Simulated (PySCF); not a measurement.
```xyz
2

Ga    0.0000    0.0000   -0.2972
C     0.0000    0.0000    1.7068
```

Theory: PySCF, PBE0/cc-pVTZ(-PP), non-relativistic Hamiltonian with scalar-relativistic core potentials where named, at a bond length of 2.004 Å.

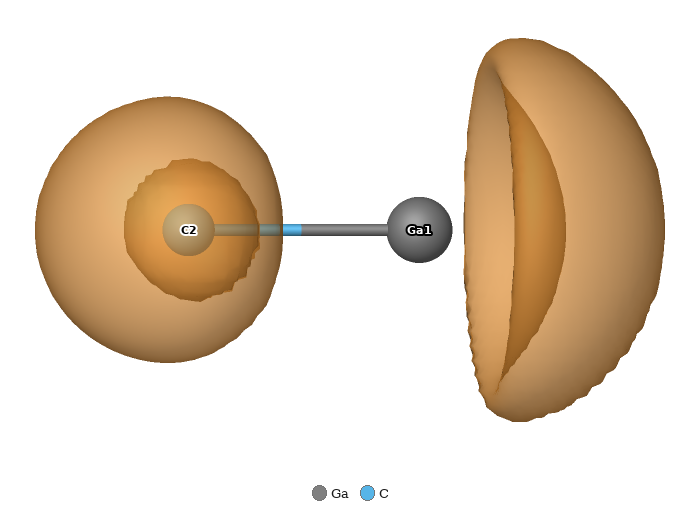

GaC (quartet). Isosurface of the ELF at 0.8 (orange), seen from one side. Only the valence region is drawn (cores and ρ < 0.01 e/Å³ removed).

Q: Identify the bonds, lone pairs and shells in this picture.

A: At this value the surface marks out one ring or bowl of non-bonding electrons around C and one lobe on Ga, pointing away from the bonds (non-bonding electrons).

Values along the shortest contacts:
C–Ga (2.00 Å): the ELF peaks at about 0.85 in the valence shell of C, 0.7 Å from its nucleus, and is about 0.40 at the midpoint.
